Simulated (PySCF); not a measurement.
Dissociation curve of SMILES CN (CH5N). The N2–H7 bond (N2 also carries C, H; H7 carries nothing else) is stretched with both fragments frozen at the PBE0/def2-TZVP optimised geometry.

Levels of theory: UHF/cc-pVDZ (PySCF); UKS-PBE = unrestricted PBE/cc-pVDZ (PySCF 2.14.0); RKS-BLYP = restricted BLYP/cc-pVDZ (PySCF).

Magnitude of the dipole moment (D; its direction can reverse along the curve, and a method can change to another solution) and Mulliken charge of the fragment that holds N2:

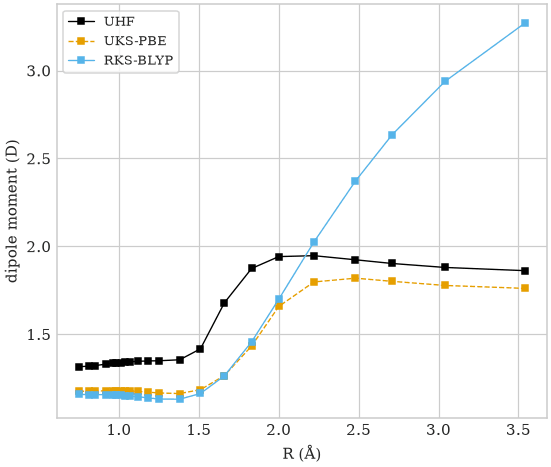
Fig. 1. Dipole moment against bond length.

```tsv
R / Å	μ UHF	q UHF	μ UKS-PBE	q UKS-PBE	μ RKS-BLYP	q RKS-BLYP
0.75	1.31	0.03	1.18	0.04	1.16	0.05
0.81	1.32	-0.01	1.18	0.01	1.16	0.02
0.85	1.32	-0.03	1.18	-0.01	1.16	0.00
0.92	1.33	-0.06	1.18	-0.04	1.16	-0.03
0.96	1.33	-0.07	1.18	-0.05	1.15	-0.04
0.98	1.34	-0.08	1.18	-0.06	1.15	-0.05
1.01	1.34	-0.09	1.18	-0.07	1.15	-0.05
1.04	1.34	-0.10	1.18	-0.08	1.15	-0.06
1.07	1.34	-0.11	1.18	-0.08	1.15	-0.07
1.12	1.35	-0.11	1.17	-0.09	1.14	-0.07
1.18	1.35	-0.12	1.17	-0.10	1.14	-0.08
1.25	1.35	-0.13	1.17	-0.10	1.13	-0.08
1.38	1.35	-0.12	1.16	-0.10	1.13	-0.08
1.51	1.42	-0.07	1.18	-0.08	1.16	-0.06
1.66	1.68	-0.01	1.26	-0.05	1.26	-0.03
1.83	1.87	0.01	1.43	-0.02	1.46	0.00
2.00	1.94	0.02	1.66	0.01	1.70	0.03
2.22	1.95	0.01	1.80	0.02	2.02	0.06
2.48	1.92	0.01	1.82	0.02	2.37	0.08
2.71	1.90	0.01	1.80	0.01	2.64	0.10
3.04	1.88	0.00	1.78	0.00	2.94	0.10
3.54	1.86	0.00	1.76	0.00	3.27	0.10
```

The unrestricted determinant behind UHF is spin-contaminated at 1.51 to 3.54 Å (<S²> up to 1.0, against 0.00 for a pure singlet). The unrestricted determinant behind UKS-PBE is spin-contaminated at 2.00 to 3.54 Å (<S²> up to 1.0, against 0.00 for a pure singlet). At the longest distance RKS-BLYP leaves fractional charges on the fragments, a sign of delocalisation error or of the restricted form. The restricted form behind RKS-BLYP keeps the bonding electrons paired and can't separate into open-shell fragments.
